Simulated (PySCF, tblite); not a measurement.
**C₄H₅FN radical: geometry, infrared bands and EPR parameters**

What infrared bands and EPR parameters should C₄H₅FN radical (`F[CH]C[C@@H]1C=N1`) show?

Programs: tblite 0.8.0 and PySCF 2.14.0, with density-fitted response routines of our own. Each step states its level of theory. These are calculated values for one molecule in the gas phase, unless marked as measured. Atoms count from 0, in the outputs and in this text.

### Step 1. Starting geometry

11 atoms, charge 0, multiplicity 2; geometry from: force field or distance geometry start.

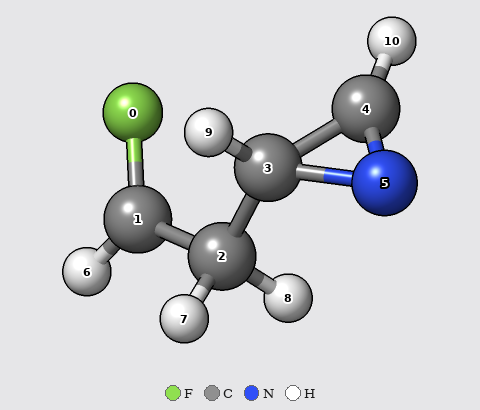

The starting geometry (fluorine green, carbon grey, nitrogen blue, hydrogen white), atoms numbered; sticks join atoms by distance.

### Step 2. Geometry optimisation with GFN2-xTB

The job: settings as JSON, then the geometry in Å.

```
{"job": {"kind": "relax", "xc": "GFN2-xTB", "basis": "xTB"}, "charge": 0, "multiplicity": 2}
F     -1.067600     1.326900     1.355800
C     -1.530300     0.568700     0.334400
C     -0.606700    -0.259000    -0.491000
C      0.676000    -0.588700     0.158600
C      1.871200     0.140900     0.013700
N      1.890300    -0.864800    -0.732100
H     -2.552000     0.801300     0.101800
H     -1.123600    -1.182000    -0.753400
H     -0.432900     0.278000    -1.432600
H      0.576100    -1.273300     1.010200
H      2.305000     1.054600     0.408500
```

Run with:

```bash
OMP_NUM_THREADS=1 python probes_run.py task.json out
```

The driver reads the jobs from task.json and runs them one after another.

Log:

```text
step      E/eV     max force
  0    -505.82781    2.030
  1    -505.90436    1.297
  2    -505.92391    1.315
  3    -505.94346    0.442
  4    -505.96125    0.436
  5    -505.97521    0.527
  6    -505.98333    0.318
  7    -505.98963    0.182
  8    -505.99196    0.137
  9    -505.99306    0.103
 10    -505.99390    0.082
 11    -505.99475    0.082
 12    -505.99559    0.094
 13    -505.99658    0.121
 14    -505.99780    0.151
 15    -505.99910    0.120
 16    -506.00014    0.106
 17    -506.00072    0.071
 18    -506.00109    0.054
 19    -506.00149    0.054
 20    -506.00190    0.066
 21    -506.00230    0.063
 22    -506.00270    0.066
 23    -506.00310    0.053
 24    -506.00348    0.054
 25    -506.00385    0.054
 26    -506.00423    0.054
 27    -506.00462    0.060
 28    -506.00503    0.057
 29    -506.00549    0.061
 30    -506.00606    0.076
 31    -506.00675    0.085
 32    -506.00749    0.072
 33    -506.00819    0.083
 34    -506.00894    0.099
 35    -506.00991    0.096
 36    -506.01110    0.105
 37    -506.01211    0.086
 38    -506.00955    0.441
 39    -506.01305    0.073
 40    -506.01352    0.072
 41    -506.00158    0.953
 42    -506.01620    0.063
 43    -506.01759    0.059
 44    -506.00908    0.844
 45    -506.01978    0.069
 46    -506.02106    0.047
 47    -506.01077    0.812
 48    -506.02234    0.046
 49    -506.02306    0.048
 50    -506.02315    0.319
 51    -506.02432    0.099
 52    -506.02468    0.099
 53    -506.02553    0.232
 54    -506.02636    0.122
 55    -506.02715    0.055
 56    -506.02835    0.092
 57    -506.02925    0.150
 58    -506.03005    0.127
 59    -506.03098    0.083
 60    -506.03189    0.120
 61    -506.03265    0.072
 62    -506.03344    0.180
 63    -506.03481    0.178
 64    -506.03717    0.200
 65    -506.03918    0.071
 66    -506.03633    0.554
 67    -506.04171    0.072
 68    -506.04266    0.077
 69    -506.04274    0.354
 70    -506.04479    0.081
 71    -506.04568    0.081
 72    -506.04356    0.649
 73    -506.04984    0.087
 74    -506.05113    0.089
 75    -506.05211    0.250
 76    -506.05300    0.096
 77    -506.05355    0.077
 78    -506.05561    0.100
 79    -506.05608    0.050
 80    -506.05630    0.044
 81    -506.05652    0.031
 82    -506.05662    0.027
 83    -506.05671    0.028
 84    -506.05676    0.024
 85    -506.05680    0.029
 86    -506.05687    0.036
 87    -506.05698    0.050
 88    -506.05711    0.058
 89    -506.05723    0.048
 90    -506.05734    0.022
 91    -506.05740    0.016
 92    -506.05743    0.010
 93    -506.05744    0.004
```

Wall time 0.37 s (1 thread of Arm Neoverse V1, shared host).

Relaxation path: (not every step is listed)

```
step  energy from step 0 (eV)  largest force (eV/Å)
   0                   0.0000                2.0303
   1                  -0.0765                1.2966
   2                  -0.0961                1.3151
   3                  -0.1157                0.4421
   4                  -0.1334                0.4364
   5                  -0.1474                0.5271
   6                  -0.1555                0.3182
   7                  -0.1618                0.1820
   8                  -0.1642                0.1367
  16                  -0.1723                0.1058
  24                  -0.1757                0.0538
  32                  -0.1797                0.0718
  40                  -0.1857                0.0724
  48                  -0.1945                0.0457
  56                  -0.2005                0.0915
  64                  -0.2094                0.2004
  72                  -0.2158                0.6489
  80                  -0.2285                0.0444
  88                  -0.2293                0.0578
  89                  -0.2294                0.0483
  90                  -0.2295                0.0222
  91                  -0.2296                0.0158
  92                  -0.2296                0.0103
  93                  -0.2296                0.0042
```

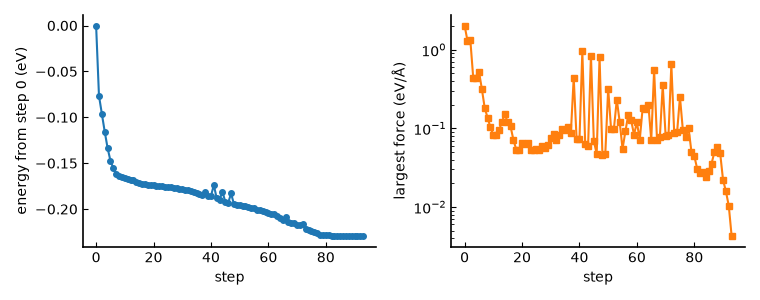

Energy and largest force along the relaxation.

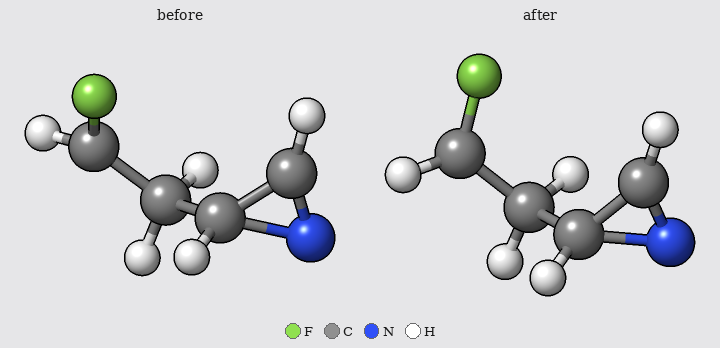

Before and after, at one scale.

Close pairs (by a distance rule), those that changed most:

```
  bond  before (Å)  after (Å)  change (Å)
 C2–C3       1.475      1.533      +0.058
 C3–C4       1.408      1.450      +0.042
 C3–N5       1.531      1.497      -0.034
C4–H10       1.086      1.063      -0.023
 C1–C2       1.490      1.473      -0.016
 C3–H9       1.097      1.085      -0.012
 C2–H8       1.098      1.093      -0.004
 F0–C1       1.354      1.350      -0.004
```

The final coordinates are the input of the step that follows.

### Step 3. Harmonic vibrations with GFN2-xTB

The job: settings as JSON, then the geometry in Å.

```
{"job": {"kind": "ir", "xc": "GFN2-xTB", "basis": "xTB"}, "charge": 0, "multiplicity": 2}
F     -1.059166     1.862342     0.531081
C     -1.505174     0.620945     0.244372
C     -0.652752    -0.209577    -0.624145
C      0.594118    -0.694339     0.123786
C      1.776076     0.139212     0.223456
N      1.892727    -0.784251    -0.616193
H     -2.166230     0.234557     1.000631
H     -1.222230    -1.071561    -0.972878
H     -0.320747     0.374094    -1.487036
H      0.407658    -1.443811     0.885483
H      2.261145     0.975060     0.665481
```

Log:

```text
mode    cm-1     km/mol
  1      50.1      5.84
  2      71.7     10.59
  3     217.2      2.73
  4     331.0     18.07
  5     393.3      3.71
  6     457.1     41.61
  7     527.8      4.35
  8     768.1      4.25
  9     852.4     19.02
 10     869.0      9.09
 11     923.1     16.41
 12     975.3     10.76
 13     995.8      8.25
 14    1053.1     31.29
 15    1155.8     52.54
 16    1163.2      6.66
 17    1224.5      9.32
 18    1269.3     13.77
 19    1298.1     73.24
 20    1331.6      7.17
 21    1439.9      7.09
 22    1783.4     54.41
 23    2967.1      9.20
 24    2997.1     13.98
 25    3017.9     46.31
 26    3108.2     28.16
 27    3233.9      3.97
```

It took 0.19 s on 1 thread of Arm Neoverse V1, shared host.

The strongest bands and the atoms that carry them (share of the mass-weighted mode):

```csv
cm⁻¹,km/mol,atoms
457,41.6,"H6 32 %, C1 17 %, H8 14 %, F0 13 %"
852,19.0,"H10 30 %, C3 27 %, N5 26 %, C4 13 %"
1053,31.3,"C1 24 %, C2 24 %, H8 13 %, H7 13 %"
1156,52.5,"H6 41 %, C1 20 %, F0 15 %, C2 12 %"
1298,73.2,"C1 29 %, H8 25 %, H6 23 %, C2 12 %"
1783,54.4,"C4 45 %, N5 44 %"
3018,46.3,H9 91 %
3108,28.2,H6 93 %
```

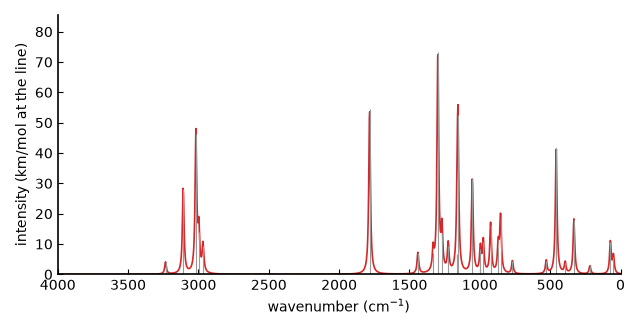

The infrared spectrum from these modes, unscaled. Lines are broadened to a width of 14 cm⁻¹ (Lorentzian).

### Step 4. EPR parameters: B3LYP/pcH-1

Settings changed since step 3:

```diff
@@ -1,2 +1,2 @@
-{"job": {"kind": "ir", "xc": "GFN2-xTB", "basis": "xTB"}, "charge": 0, "multiplicity": 2}
+{"job": {"kind": "epr", "basis": "pcH-1"}, "charge": 0, "multiplicity": 2}
 F     -1.059166     1.862342     0.531081
```

Level: UKS B3LYP, pcH-1 on C F H N, non-relativistic, mean-field spin-orbit, GIAO.

Log:

```text
UKS, coarse grid
  cycle   1  E = -309.84536309  |g| = 3.60e-01
  cycle   2  E = -309.77657590  |g| = 5.84e-01
  cycle   3  E = -309.89216464  |g| = 9.49e-02
  cycle   4  E = -309.89477553  |g| = 5.60e-02
  cycle   5  E = -309.89600225  |g| = 1.40e-02
  cycle   6  E = -309.89608051  |g| = 4.54e-03
  cycle   7  E = -309.89609042  |g| = 1.33e-03
  cycle   8  E = -309.89609099  |g| = 7.38e-04
UKS, final grid
  cycle   1  E = -309.89601984  |g| = 1.05e-03
  cycle   2  E = -309.89601912  |g| = 1.66e-03
  cycle   3  E = -309.89602034  |g| = 1.72e-04
  cycle   4  E = -309.89602035  |g| = 4.60e-05
  cycle   5  E = -309.89602035  |g| = 2.62e-05
E = -309.89602035 Eh   <S^2> = 0.7535 (exact 0.7500)
g shifts (ppm)      1          2          3
  rmc          -204       -204       -204
  gc              1         31         28
  oz_so         -77       2024       2733
  total        -280       1851       2557
hyperfine (MHz)  atom isotope    a_iso     a_fc   dipolar eigenvalues
    0   19F     160.17     160.17   -264.99   -227.44    492.43
    1   13C     172.07     172.07    -84.47    -81.78    166.24
    2   13C     -22.67     -22.67     -2.41     -1.36      3.77
    3   13C      99.68      99.68     -5.43     -5.03     10.47
    4   13C      -2.77      -2.77     -1.07      0.18      0.89
    5   14N       0.51       0.51     -1.42     -1.27      2.68
    6    1H     -48.05     -48.05    -37.70     -2.27     39.98
    7    1H      14.07      14.07     -5.93     -4.57     10.50
    8    1H      46.13      46.13     -5.59     -4.68     10.26
    9    1H      -1.67      -1.67     -4.24     -2.11      6.36
   10    1H       1.65       1.65     -1.42     -1.07      2.49
```

It took 32 s on 1 thread of Arm Neoverse V1, shared host; peak memory 0.77 GiB.

Principal g values 2.00204, 2.00417, 2.00488; g(iso) = 2.00370, against 2.00232 for a free electron.

Hyperfine couplings, nucleus by nucleus at this fixed geometry (no averaging over rotations):

```csv
nuclei,isotope,a(iso) (MHz),"a(iso) (G, at g = 2.0023)",largest dipolar term (MHz)
C1,13C,172.1,61.4,166.2
F0,19F,160.2,57.2,492.4
C3,13C,99.7,35.6,10.5
H6,1H,-48.1,-17.1,40.0
H8,1H,46.1,16.5,10.3
C2,13C,-22.7,-8.1,3.8
H7,1H,14.1,5.0,10.5
C4,13C,-2.8,-1.0,-1.1
H9,1H,-1.7,-0.6,6.4
H10,1H,1.7,0.6,2.5
N5,14N,0.5,0.2,2.7
```

Mulliken spin populations:

```csv
atom,value (e)
F0,0.07
C1,0.94
C2,-0.06
C3,0.05
C4,-0.01
N5,0.02
H6,-0.04
H7,0.00
H8,0.02
H9,0.00
H10,0.00
```

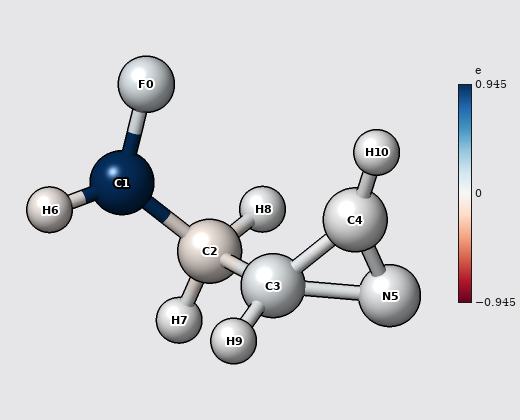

Mulliken spin populations, as colours on the atoms.

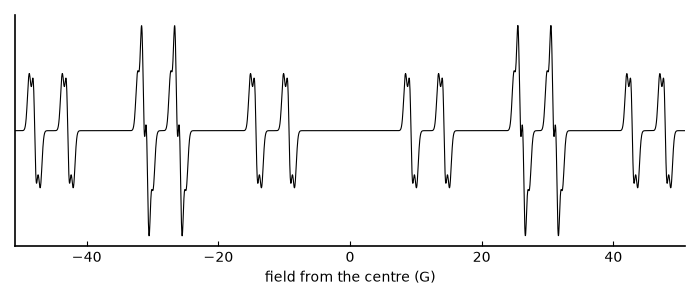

First-order isotropic spectrum (first derivative, main isotopes with spin only, couplings over 0.8 MHz, Gaussian width 0.3 G; couplings of the frozen geometry, rotation of groups not averaged beyond the rows shown).

Orbitals, density, ELF and potential are computed afterwards from the orbital file.

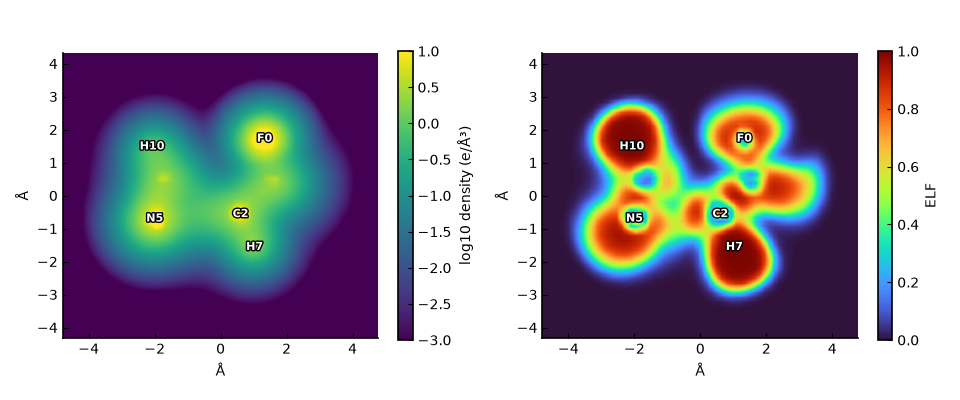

Density (left) and ELF (right) in a plane through or near 5 of the atoms.

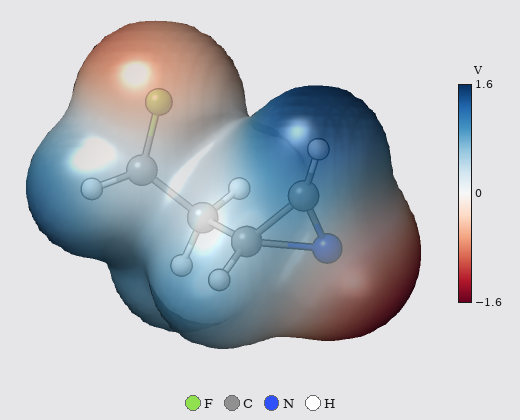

The potential that a unit positive charge feels on the 0.002 e/bohr³ surface, from -1.60 V near N5 to 1.58 V near H10.

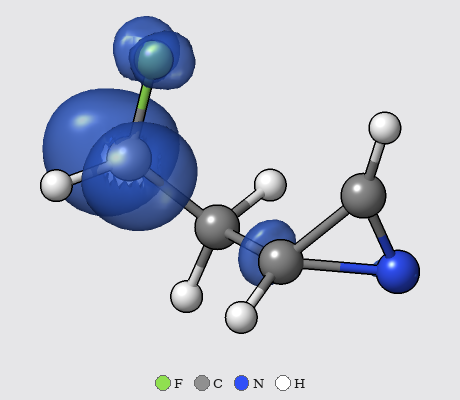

Spin density at ±0.05 e/Å³ (alpha excess blue, beta excess red).

### Step 5. What came out

| quantity | value |
| --- | --- |
| strongest single infrared mode (GFN2-xTB) | 1298 cm⁻¹, 73 km/mol |
| zero-point energy (GFN2-xTB) | 49.3 kcal/mol |
| g(iso) (B3LYP) | 2.00370 |
| ⟨S²⟩ | 0.753 (exact 0.75) |
| largest a(iso) | 13C on C1, 172.1 MHz |
| potential on the surface of density 0.002 e/bohr³, 1st and 99th percentile | -1.60 V and 1.58 V |

**Reading.** The optimisation took 93 steps and gained 0.230 eV; among the close pairs (by a distance rule), C2–C3 changed most, from 1.475 to 1.533 Å. No mode is imaginary among the 27: a minimum at this level. The strongest single mode, at 1298 cm⁻¹, moves mainly C1, H8 and H6. GFN2-xTB is a fitted tight-binding method: band positions and strengths are rough. Its intensities can rank the bands wrongly. C1 carries the largest spin population, 0.94 e. The isotropic g lies 1.4 ppt above the free-electron value. These values are for one conformer; the search (at its own cheap level) found 2 more, at 0.31, 0.46 kcal/mol, and measured spectra average over such forms.
